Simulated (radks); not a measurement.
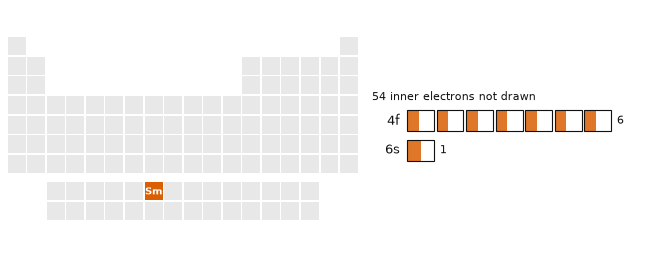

Fig. 1: Left, the place of samarium in the periodic table; right, the outer shells as the input fills them: a box for each of the 2l + 1 orbitals, shaded by the share of the shell that is filled, with the electron count at the right.

Sm⁺: atomic calculation

- system: Sm⁺ (Z = 62, 61 electrons) in the configuration [Xe] 4f6 6s1 (high spin).
- method: scalar-relativistic Kohn-Sham, PBE, spin-polarised, spherical densities, point nucleus (the in-house radial solver radks)

What the run reported:

- outcome: converged
- total energy: −10427.2286 hartree
- kinetic energy: 11146.9234 hartree
- electron–nucleus energy: −25373.1183 hartree
- Hartree energy: 4034.3680 hartree
- exchange–correlation energy: −235.401630 hartree
- radius at density 0.001 e/bohr³: 4.51 bohr
- SCF iterations: 20
- hardware: 1 thread of Arm Neoverse N1, 40 GiB of memory available, shared host

What is odd here:

A numerical setting was moved from its usual value: mixing history nhist = 3. The program ran to the end, and its total energy equals that of the same run with the usual input (−10427.22857 hartree) within 10⁻⁵ hartree, so the oddity leaves no trace in it.

Input file:
```
Z 62
configuration [Xe] 4f6 6s1
relativity scalar-relativistic
functional pbe,pbe
spin polarised
nucleus point
c 137.035999084
history 3
max_iterations 79
```

Energies in input and log are in hartree, lengths in bohr.

The run was one of a batch that the task file lists, launched with:
```bash
python <driver script> task.json out
```

Output:
```
1s      1   1.0000       -1715.65724514
2s      1   1.0000        -280.50883339
2p      1   3.0000        -250.22854163
3s      1   1.0000         -61.63202088
3p      1   3.0000         -52.16754047
3d      1   5.0000         -39.35410574
4s      1   1.0000         -12.47275744
4p      1   3.0000          -9.36436793
4d      1   5.0000          -5.00521858
4f      1   6.0000          -0.36005565
5s      1   1.0000          -1.84972498
5p      1   3.0000          -1.10524039
6s      1   1.0000          -0.32344072
1s      2   1.0000       -1715.65690163
2s      2   1.0000        -280.50772523
2p      2   3.0000        -250.22775715
3s      2   1.0000         -61.56424334
3p      2   3.0000         -52.10010072
3d      2   5.0000         -39.30222937
4s      2   1.0000         -12.30162289
4p      2   3.0000          -9.19299242
4d      2   5.0000          -4.83365904
4f      2   0.0000          -0.21102378
5s      2   1.0000          -1.74656533
5p      2   3.0000          -1.02509218
6s      2   0.0000          -0.27585156
Etot -10427.22857165469
Ekin 11146.92341695616
Encl -25373.118310058384
Eh 4034.367951502484
Exc -235.4016300549522
err 5.6749196869317875e-09
it 20
```
